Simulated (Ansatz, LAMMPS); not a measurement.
**Structural relaxation of amorphous HfO2 at 7.99 g/cm^3 (84 atoms)**

How does amorphous HfO2 at 7.99 g/cm^3 (84 atoms) relax, and what do bonds, charges and levels look like afterwards?

Main program and level: Ansatz 0.2.0; Kohn-Sham DFT, PBE, PAW (set soft_2), plane waves.

## Step 1: The structure

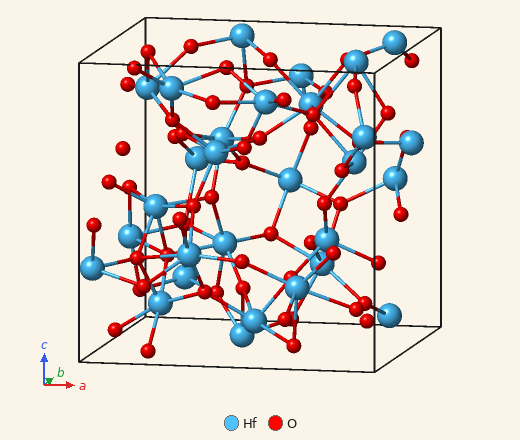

The cell as given, slightly off an axis (hafnium blue, oxygen red). Bonds to atoms that aren't drawn are left out. Some periodic images of atoms are drawn too.

The cell holds 84 atoms: 28 Hf and 56 O. Its edges and angles: a = 10.697 Å, b = 10.697 Å, c = 10.697 Å, α = 90.0°, β = 90.0°, γ = 90.0°. 84 atoms (28 Zr, 56 O) placed at random at 4.68 g/cm³, melted at 5000 K for 10 ps at fixed volume with the Morse and Coulomb pair potential with partial charges (Pedone, Malavasi, Menziani, Cormack and Segre, J. Phys. Chem. B 110, 11780 (2006)). Quenched from 5000 K to 300 K at 50 K/ps and fixed volume, held 5 ps, then minimised at fixed cell. Then Zr was replaced by Hf at the same volume (the potential has no terms for Hf, so the cell is a start for a DFT relaxation). The density is one point of a scan and needn't be that of the real material.

Limits known from the start: The quench rate of 50 K/ps is orders of magnitude faster than experiment, which tends to freeze in extra defects. The starting topology of bonds comes from the classical model. Only the Γ point is sampled in the main run, in a cell whose shortest periodic width is 11 Å. Spin–orbit coupling is left out, which matters for the levels of the heavy elements.

## Step 2: Making the structure

A classical potential supplies the starting structure, since it reaches far longer times than DFT.

This step: classical MD, Morse and Coulomb pair potential with partial charges (Pedone, Malavasi, Menziani, Cormack and Segre, J. Phys. Chem. B 110, 11780 (2006)) (LAMMPS 22 Jul 2025 - Update 4).

in.lmp reads:

```
# melt-quench of Zr28O56
units metal
atom_style charge
boundary p p p
region box block 0 10.6975 0 10.6975 0 10.6975
create_box 2 box
mass 1 91.2240   # Zr
mass 2 15.9990   # O
create_atoms 1 random 28 35088 NULL overlap 1.5 maxtry 2000
create_atoms 2 random 56 35095 NULL overlap 1.5 maxtry 2000
pair_style hybrid/overlay pedone 5.5 coul/long 8.0
pair_coeff * * coul/long
pair_coeff 1 2 pedone 0.206237 2.479675 2.436997 1   # Zr-O
pair_coeff 2 2 pedone 0.042395 1.379316 3.618701 22   # O-O
set type 1 charge 2.4
set type 2 charge -1.2
kspace_style pppm 1.0e-4
neigh_modify delay 0 every 1 check yes
thermo_style custom step time temp pe press density
thermo_modify norm yes
timestep 0.002
thermo 100
min_style cg
minimize 1e-4 1e-4 200 2000
reset_timestep 0
velocity all create 5000 35089 mom yes dist gaussian
fix lim all nve/limit 0.05
fix lan all langevin 5000 5000 0.2 35090 zero yes
thermo 500
run 1000 post no
unfix lim
unfix lan
thermo 833
fix md all nvt temp 5000 5000 0.2
run 5000 post no
unfix md
thermo 4700
fix md all nvt temp 5000 300 0.2
run 47000 post no
unfix md
thermo 1250
fix md all nvt temp 300 300 0.2
run 2500 post no
unfix md
thermo 100
min_style cg
minimize 0 1e-3 2000 20000
write_dump all custom glass.dump id type xs ys zs modify sort id
```

The run is started by

```console
$ lmp -in in.lmp -log none -nocite
```

Numbers of over 12 decimals in the logs are rounded to 6 here.

The log of the run:

```text
LAMMPS (22 Jul 2025 - Update 4)
Created orthogonal box = (0 0 0) to (10.6975 10.6975 10.6975)
Created 28 atoms
Created 56 atoms
PPPM initialization ...
  G vector (1/distance) = 0.38415184
  grid = 12 12 12
  estimated relative force accuracy = 5.9681012e-05
   Step          Time           Temp          PotEng         Press         Density
         0   0              0              1.1837387      1302774.3      4.6800281
        80   0.16           0             -14.980413     -69073.811      4.6800281
Loop time of 0.297667 s on 1 MPI rank(s) for 80 steps with 84 atoms
Minimization stats:
  Stopping criterion = energy tolerance
  Energy initial, next-to-last, final =
      1.18373868114737  -14.9789323749743  -14.9804130381526
  Force two-norm initial, final = 344.37059 2.0927805
  Iterations, force evaluations = 80 102
   Step          Time           Temp          PotEng         Press         Density
         0   0              5000          -14.980413     -22269.598      4.6800281
       500   1              2695.3977     -14.771802     -34842.317      4.6800281
      1000   2              2214.1592     -14.809645     -11892.878      4.6800281
Loop time of 2.7168 s on 1 MPI rank(s) for 1000 steps with 84 atoms
   Step          Time           Temp          PotEng         Press         Density
[... 2 lines left out ...]
      2499   4.998          4401.2438     -14.2777        26953.152      4.6800281
      3332   6.664          4071.309      -14.299074     -3161.1         4.6800281
      4165   8.33           3678.5931     -14.31527       677.25332      4.6800281
      4998   9.996          4473.1571     -14.263687      72118.259      4.6800281
      5831   11.662         5378.7044     -14.264465      90184.356      4.6800281
[... 1 line left out ...]
Loop time of 8.524 s on 1 MPI rank(s) for 5000 steps with 84 atoms
   Step          Time           Temp          PotEng         Press         Density
[... 12 lines left out ...]
Loop time of 115.101 s on 1 MPI rank(s) for 47000 steps with 84 atoms
   Step          Time           Temp          PotEng         Press         Density
[... 2 lines left out ...]
     55000   110            276.62555     -15.132373     -77588.555      4.6800281
     55500   111            290.00306     -15.131213     -71061.471      4.6800281
Loop time of 2.99563 s on 1 MPI rank(s) for 2500 steps with 84 atoms
   Step          Time           Temp          PotEng         Press         Density
     55500   111            290.00306     -15.131213     -71061.471      4.6800281
     55512   111.024        290.00306     -15.168998     -81223.135      4.6800281
Loop time of 0.0536913 s on 1 MPI rank(s) for 12 steps with 84 atoms
Minimization stats:
  Stopping criterion = linesearch alpha is zero
  Energy initial, next-to-last, final =
     -15.1312125180181   -15.168998239506   -15.168998239506
  Force two-norm initial, final = 11.737474 0.43939972
  Iterations, force evaluations = 12 57
```

Elapsed: 2.2 min, on 1 thread of Intel Xeon at 2.80GHz (Skylake/Cascade Lake), shared host; peak memory 0.63 GiB.

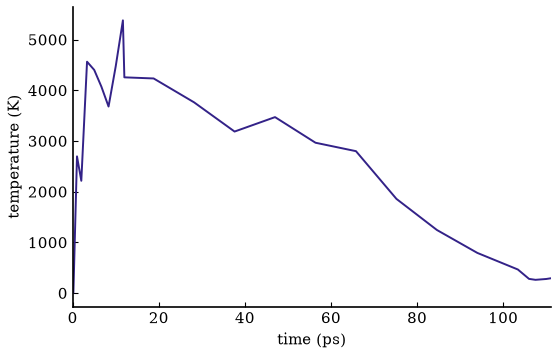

Temperature against time.

## Step 3: Single point at the start

The forces at the start show how far the geometry lies from a minimum of this functional.

input.yaml reads:

```yaml
crystal:
  lattice:
    - [10.6975, 0.0, 0.0]
    - [0.0, 10.6975, 0.0]
    - [0.0, 0.0, 10.6975]
  atoms:
    - { symbol: Hf, position: [0.63243, 0.84661, 0.22217] }
    - { symbol: Hf, position: [0.32554, 0.21111, 0.33839] }
    - { symbol: Hf, position: [0.17848, 0.43031, 0.13816] }
    - { symbol: Hf, position: [0.69229, 0.20413, 0.24156] }
    - { symbol: Hf, position: [0.39927, 0.67899, 0.00163] }
    - { symbol: Hf, position: [0.27747, 0.15862, 0.90071] }
    - { symbol: Hf, position: [0.86182, 0.33898, 0.98066] }
    - { symbol: Hf, position: [0.49517, 0.97577, 0.47778] }
    - { symbol: Hf, position: [0.13054, 0.44962, 0.85456] }
    - { symbol: Hf, position: [0.91562, 0.67907, 0.99604] }
    - { symbol: Hf, position: [0.66264, 0.54525, 0.80078] }
    - { symbol: Hf, position: [0.18668, 0.95065, 0.54287] }
    - { symbol: Hf, position: [0.84665, 0.99308, 0.4921] }
    - { symbol: Hf, position: [0.00822, 0.16361, 0.28927] }
    - { symbol: Hf, position: [0.01549, 0.70255, 0.31498] }
    - { symbol: Hf, position: [0.15036, 0.92226, 0.15038] }
    - { symbol: Hf, position: [0.55189, 0.88888, 0.84131] }
    - { symbol: Hf, position: [0.37734, 0.38252, 0.65575] }
    - { symbol: Hf, position: [0.50294, 0.40687, 0.09287] }
    - { symbol: Hf, position: [0.15421, 0.46821, 0.45501] }
    - { symbol: Hf, position: [0.82975, 0.98253, 0.03494] }
    - { symbol: Hf, position: [0.58884, 0.19093, 0.86033] }
    - { symbol: Hf, position: [0.96774, 0.69779, 0.66017] }
    - { symbol: Hf, position: [0.95981, 0.02634, 0.7805] }
    - { symbol: Hf, position: [0.32928, 0.68761, 0.65226] }
    - { symbol: Hf, position: [0.33358, 0.7087, 0.30149] }
    - { symbol: Hf, position: [0.72249, 0.51681, 0.35599] }
    - { symbol: Hf, position: [0.85478, 0.34103, 0.64643] }
    - { symbol: O, position: [0.97254, 0.01125, 0.16863] }
    - { symbol: O, position: [0.1699, 0.57185, 0.27739] }
    - { symbol: O, position: [0.82807, 0.14701, 0.37025] }
    - { symbol: O, position: [0.0151, 0.47693, 0.03623] }
    - { symbol: O, position: [0.62961, 0.3918, 0.2432] }
    - { symbol: O, position: [0.36174, 0.84834, 0.55006] }
    - { symbol: O, position: [0.92953, 0.87473, 0.90686] }
    - { symbol: O, position: [0.85913, 0.13635, 0.64862] }
    - { symbol: O, position: [0.82293, 0.55865, 0.678] }
    - { symbol: O, position: [0.16726, 0.29467, 0.9983] }
    - { symbol: O, position: [0.5353, 0.818, 0.03871] }
    - { symbol: O, position: [0.13893, 0.04139, 0.71231] }
    - { symbol: O, position: [0.31213, 0.60784, 0.46986] }
    - { symbol: O, position: [0.39738, 0.75716, 0.82218] }
    - { symbol: O, position: [0.69165, 0.02727, 0.16216] }
    - { symbol: O, position: [0.2588, 0.53536, 0.98288] }
    - { symbol: O, position: [0.52709, 0.53437, 0.94773] }
    - { symbol: O, position: [0.96485, 0.35889, 0.8107] }
    - { symbol: O, position: [0.43671, 0.27893, 0.95674] }
    - { symbol: O, position: [0.51613, 0.1571, 0.32954] }
    - { symbol: O, position: [0.56951, 0.95819, 0.65702] }
    - { symbol: O, position: [0.50343, 0.24875, 0.69636] }
    - { symbol: O, position: [0.90134, 0.13868, 0.93217] }
    - { symbol: O, position: [0.45537, 0.86401, 0.31348] }
    - { symbol: O, position: [0.66578, 0.27153, 0.03647] }
    - { symbol: O, position: [0.03999, 0.04717, 0.45208] }
    - { symbol: O, position: [0.74227, 0.39183, 0.49616] }
    - { symbol: O, position: [0.01954, 0.36612, 0.54686] }
    - { symbol: O, position: [0.8859, 0.56668, 0.27597] }
    - { symbol: O, position: [0.44117, 0.05061, 0.87475] }
    - { symbol: O, position: [0.03185, 0.61753, 0.49207] }
    - { symbol: O, position: [0.68872, 0.02222, 0.8966] }
    - { symbol: O, position: [0.67279, 0.94421, 0.40893] }
    - { symbol: O, position: [0.23302, 0.52148, 0.69212] }
    - { symbol: O, position: [0.32425, 0.07511, 0.47743] }
    - { symbol: O, position: [0.12324, 0.32622, 0.30261] }
    - { symbol: O, position: [0.17245, 0.82784, 0.34201] }
    - { symbol: O, position: [0.91124, 0.88659, 0.64803] }
    - { symbol: O, position: [0.14909, 0.78048, 0.64076] }
    - { symbol: O, position: [0.78736, 0.79905, 0.1019] }
    - { symbol: O, position: [0.87916, 0.26416, 0.16633] }
    - { symbol: O, position: [0.63352, 0.67776, 0.31859] }
    - { symbol: O, position: [0.78984, 0.53008, 0.95719] }
    - { symbol: O, position: [0.30899, 0.34828, 0.47886] }
    - { symbol: O, position: [0.0237, 0.62733, 0.83432] }
    - { symbol: O, position: [0.90284, 0.83002, 0.39873] }
    - { symbol: O, position: [0.19789, 0.09307, 0.24602] }
    - { symbol: O, position: [0.28866, 0.78555, 0.12294] }
    - { symbol: O, position: [0.34904, 0.34088, 0.19497] }
    - { symbol: O, position: [0.18375, 0.01578, 0.9866] }
    - { symbol: O, position: [0.03629, 0.75727, 0.12939] }
    - { symbol: O, position: [0.24811, 0.30189, 0.77296] }
    - { symbol: O, position: [0.71544, 0.34363, 0.80001] }
    - { symbol: O, position: [0.66924, 0.73712, 0.8128] }
    - { symbol: O, position: [0.48998, 0.53974, 0.68334] }
    - { symbol: O, position: [0.42405, 0.58188, 0.1739] }
kpoints:
  mp_grid: { grid: [1, 1, 1] }
hamiltonian:
  xc: pbe
scf:
  occupations: { method: fermi_dirac, width: 0.025 }
output:
  forces: true
```

The run is started by

```console
$ ansatz run input.yaml --threads 4 --pin off --max-ram 8192MiB --backend cpu --events-out ev --progress --plain --runs-dir out
```

The log of the run:

```text
Engine: ansatz 0.2.0, x86_64-unknown-linux-gnu
Pseudopotentials: kind: paw
Pseudopotential: Hf, paw, valence charge 26, recommended cutoff 420 eV (normal), Hf.paw.azcp
Pseudopotential: O, paw, valence charge 6, recommended cutoff 420 eV (normal), O.paw.azcp
Functional definition: PBE
  parameter kappa = 0.804
  parameter beta = 0.066725
  exchange = pbe_x(kappa = kappa, mu = beta*pi^2/3)
  correlation = pbe_c(beta = beta)
Crystal: 84 atoms, lattice volume = 1224.185 Å³
Basis set: ecut = 420 eV, 23847 PW (Γ), exchange–correlation on 144×144×144 points (8 copies of the dense FFT grid, shifted against one another)
Bands: 616, of which v1, the nominal top of the filled ones, is band 532 counted from 1 (531 counted from 0)
Symmetry: 1 space group operations
Space group: P1 (ITA 1), of the structure as read, at distance tolerance 1.1e-4 Å
k-points: 1
Non-local potential: Hf, projectors of the file, l = 0: 3, l = 1: 2, l = 2: 2, l = 3: 3
Non-local potential: O, projectors of the file, l = 0: 2, l = 1: 2, l = 2: 1
PAW form: soft (Blöchl's): semilocal exchange-correlation on the pseudo side does not see the compensation charge
PAW one-centre angular grid: Hf, 590 points (default); XC on 64 Gauss nodes
PAW one-centre angular grid: O, 110 points (default); XC on 64 Gauss nodes
Initial density: superposition of atomic densities (neutral atoms: chi_scale 0, normalization atom), corrected by the library's trained network
Initial wavefunctions: pseudopotential atomic-orbital guess
Functional: x = pbe(κ = 0.804, μ = 0.219515), c = pbe(β = 0.066725)
SCF iter   1: F=—  HF=-472108.314632 eV  |F-HF|=—  |Δ(HF+E_count)|=         —  Δρ=4.05e-3  dr2=2.02e-1  ethr=1.77e-3  ⟨swp⟩=5.0  Hψ=1903  notcnv=0  defer=47
preconditioner: auto → Resta (q_TF=auto, 2.665 Å⁻¹)  ε∞=5.0  [insulator: Δε(μ)=3.348 eV  Ē_g=16.950 eV  σ=0.025 eV  W_gap=1.00  n_scr=388 (ndim 8)  ℏωp=33.7 eV  f_vac=0.167  D(μ)=0.00/eV (n_scr^D=0)  ε∞_Penn≈5.0]
SCF iter   2: F=—  HF=-472108.299508 eV  |F-HF|=—  |Δ(HF+E_count)|=   1.51e-2  Δρ=2.01e-3  dr2=3.94e-2  ethr=1.90e-5  ⟨swp⟩=2.0  Hψ=1136  notcnv=0  defer=78
SCF iter   3: F=—  HF=-472108.302137 eV  |F-HF|=—  |Δ(HF+E_count)|=   2.63e-3  Δρ=9.13e-4  dr2=1.29e-2  ethr=3.70e-6  ⟨swp⟩=2.0  Hψ=959  notcnv=0  defer=78
SCF iter   4: F=—  HF=-472108.304646 eV  |F-HF|=—  |Δ(HF+E_count)|=   2.51e-3  Δρ=2.65e-4  dr2=1.44e-3  ethr=1.21e-6  ⟨swp⟩=2.0  Hψ=1073  notcnv=0  defer=78
SCF iter   5: F=—  HF=-472108.305259 eV  |F-HF|=—  |Δ(HF+E_count)|=   6.14e-4  Δρ=1.80e-4  dr2=5.24e-4  ethr=1.36e-7  ⟨swp⟩=2.0  Hψ=1069  notcnv=0  defer=78
SCF iter   6: F=—  HF=-472108.305398 eV  |F-HF|=—  |Δ(HF+E_count)|=   1.39e-4  Δρ=6.34e-5  dr2=7.81e-5  ethr=4.93e-8  ⟨swp⟩=2.0  Hψ=1059  notcnv=0  defer=78
SCF iter   7: F=—  HF=-472108.308011 eV  |F-HF|=—  |Δ(HF+E_count)|=   2.61e-3  Δρ=4.82e-5  dr2=3.37e-5  ethr=7.34e-9  ⟨swp⟩=2.0  Hψ=1148  notcnv=0  defer=78
SCF iter   8: F=—  HF=-472108.308023 eV  |F-HF|=—  |Δ(HF+E_count)|=   1.25e-5  Δρ=1.92e-5  dr2=5.65e-6  ethr=3.17e-9  ⟨swp⟩=2.0  Hψ=1070  notcnv=0  defer=78
SCF iter   9: F=—  HF=-472108.308027 eV  |F-HF|=—  |Δ(HF+E_count)|=   4.17e-6  Δρ=8.36e-6  dr2=1.05e-6  ethr=5.31e-10  ⟨swp⟩=2.0  Hψ=1070  notcnv=0  defer=78
SCF iter  10: F=—  HF=-472108.308028 eV  |F-HF|=—  |Δ(HF+E_count)|=   7.98e-7  Δρ=6.84e-6  dr2=5.57e-7  ethr=9.85e-11  ⟨swp⟩=3.0  Hψ=1067  notcnv=0  defer=78
SCF iter  11: F=-472108.308028 eV  HF=-472108.308028 eV  |F-HF|=2.95e-8  |Δ(HF+E_count)|=   1.53e-7  Δρ=2.20e-6  dr2=7.15e-8  ethr=9.40e-12  ⟨swp⟩=2.0  Hψ=2202  notcnv=0
SCF 1 converged in 11 iterations: F = -472108.308028 eV  dr2 = 7.15e-8
  greatest PAW one-centre occupation: 0.999 electrons in one spin orbital (limit 2), on the Hf atom at site 2 (counted from 0), in its partial waves of l = 0
SCF converged after 11 iterations
Free energy (F): -472108.308028 eV
Harris-Foulkes:  -472108.308028 eV  (|F-HF|=2.95e-8)
Internal energy: -472108.308028 eV  (E = F + TS)
E sigma→0 (E₀):  -472108.308028 eV
Fermi energy:    12.098549 eV
--- Per-component energies (eV) ---
  E_band       = -4512.172051
  E_kinetic    = 21414.116512
  E_local      = -208535.483880  (includes V_loc(G=0)·N_el)
  E_nonlocal   = -32138.282176
  E_hartree    = 94713.121624
  E_xc         = -12472.749105
  E_vxc        = -12644.306464  (∫ρ·V_xc dr)
  E_paw        = -202775.919989  (= ΣΔE_a)
  E_vpaw       = 37965.407884  (= ΣTr[D̂ρ^β])
  E_aug_tail   = 0.136972  (compensation charges beyond the density's cutoff)
  E_ewald      = -132313.247987
  E_smearing   = -0.000000  (= −TS)
  E_closure    = 0.000000  (closes the sum)
  Σ components = -472108.308028   (vs F -472108.308028, Δ=0.00e0)
--- Forces (eV/Å), atoms counted from 1 ---
  atom   1  Hf    -0.21443864    -1.18703662     0.04603364
  atom   2  Hf     0.43256688    -0.39177812    -0.32956868
  atom   3  Hf     0.17981420    -0.09283092    -0.89667427
  atom   4  Hf     0.60603447    -0.90385306     0.07367735
  atom   5  Hf     0.30643840     0.47507135     0.46582468
  atom   6  Hf     0.35364375    -0.22044850     0.36555206
  atom   7  Hf    -0.18945300     0.19153344    -0.20426088
  atom   8  Hf     0.68897968    -0.54401980     1.27481206
  atom   9  Hf     0.25175042    -0.47278288    -0.05679787
  atom  10  Hf    -0.17224570     0.14066609     0.18177303
  atom  11  Hf     0.07783189     2.11621352    -0.15228566
  atom  12  Hf    -0.58978342     0.17907683     0.48385531
  atom  13  Hf     0.09418187    -1.30512369    -0.91586090
  atom  14  Hf    -0.39097483    -0.57503490    -0.49153700
[...]
atom  83  O     -0.36030672    -0.28374056    -0.07026912
  atom  84  O     -0.00958298     0.10815179     0.21012070
  max |Σ_I F_I| component: 7.42e-5 eV/Å
```

The job ended after 27 s (4 threads of Intel Xeon at 2.70GHz, shared host; peak memory 2.1 GiB; 95 s of CPU time).

Read from the output:

| Item | Value |
| --- | --- |
| free energy | -472108.3080 eV |
| free energy per atom | -5620.3370 eV/atom |
| SCF cycles | 11 |
| r.m.s. force component | 0.4931 eV/Å |
| longest force | 2.583 eV/Å |
| Fermi energy | 12.1 eV |

The r.m.s. force component of 0.49 eV/Å sets the starting point.

Neighbours are counted within 2.82 Å (O-Hf).

Length of the force by element and coordination:

```
element  coordination  atoms  mean length of the force (eV/Å)  spread  least   most
     Hf           all     28                             1.10   0.592  0.216   2.58
     Hf             4      1                             1.46       0   1.46   1.46
     Hf             5      3                             1.19   0.536  0.580   1.88
     Hf             6     21                             1.11   0.608  0.216   2.58
     Hf             7      3                            0.786   0.498  0.338   1.48
      O           all     56                            0.509   0.242  0.104   1.16
      O             2      9                            0.761   0.249  0.408   1.16
      O             3     40                            0.466   0.214  0.104  0.964
      O             4      7                            0.426   0.172  0.221  0.698
```

(Continued in part 2 of 4.)

[Logs are printed without paths, hosts, clocks, repeated set-up lines and the standing remarks that a program may print on its own settings, such as how far it seeks lower states.]

[Hosts, paths, dates, database ids (printed as entryN), source tags and the programs' standing remarks are cut or masked in the printed files.]
